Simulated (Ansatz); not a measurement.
**BeZn4O3: density, localisation and related maps**

```
Be Zn O
1.0
     5.59650    0.00000    0.00000
    -2.79825    4.84671    0.00000
     0.00000    0.00000   13.26334
Be Zn O
3 12 9
Direct
  0.33333 0.66667 0.23139
  0.00000 0.00000 0.56472
  0.66667 0.33333 0.89805
  0.83456 0.16544 0.03699
  0.50123 0.49877 0.37032
  0.16790 0.83210 0.70366
  0.83456 0.66913 0.03699
  0.50123 0.00246 0.37032
  0.16790 0.33579 0.70366
  0.33087 0.16544 0.03699
  0.99754 0.49877 0.37032
  0.66421 0.83210 0.70366
  0.00000 0.00000 0.19576
  0.66667 0.33333 0.52909
  0.33333 0.66667 0.86243
  0.17911 0.82089 0.26454
  0.84578 0.15422 0.59787
  0.51244 0.48756 0.93121
  0.17911 0.35822 0.26454
  0.84578 0.69155 0.59787
  0.51244 0.02488 0.93121
  0.64178 0.82089 0.26454
  0.30845 0.15422 0.59787
  0.97512 0.48756 0.93121
```

Space group R3m; a generated structure, not necessarily the stable one.

Level of theory: DFT PBE, scalar-relativistic, plane waves, PAW in Ansatz 0.2.0.

The density is the valence pseudo-density of a PAW calculation; it isn't the true density close to the nuclei.

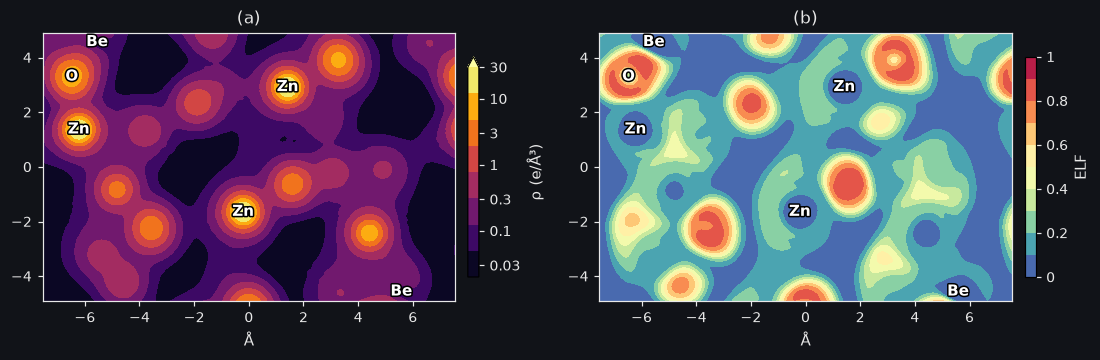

Figure 1. (a) valence charge density (pseudo); (b) electron localisation function on the (111) plane of the conventional cell.

> What does the map show?

The section cuts through Be, Zn and O sites. Atoms just off the plane (Be, 0.9 Å away, Zn, 0.4 Å away and O, 0.3 Å away) can leave unmarked features too. Be–O (1.56 Å): ρ is about 1.2 e/Å³ halfway; the ELF peaks at about 0.85 in the valence shell of O, 0.7 Å from its nucleus, and is about 0.85 at the midpoint. Zn–O (1.96 Å): the density is about 0.6 e/Å³ at the midpoint; the ELF peaks at about 0.85 in the valence shell of O, 0.6 Å from its nucleus, and is about 0.25 at the midpoint (no localised pair shows between them). The density dies away to nearly zero in the voids.

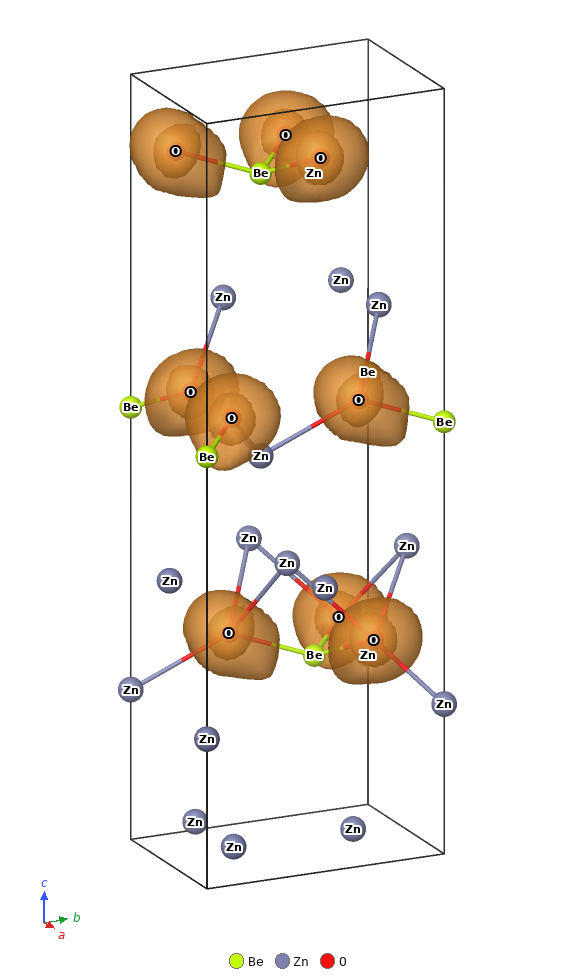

Figure 2. Isosurface of the electron localisation function at 0.75 (orange), seen slightly off an axis. Only the valence region is drawn (cores and ρ < 0.01 e/Å³ removed). Sticks mark near contacts.

> Describe the localisation domains.

The ELF exceeds this value in nine regions wrapped around O (the valence shell of each), counted in one cell of 24 atoms. Regions shared between cells count once.
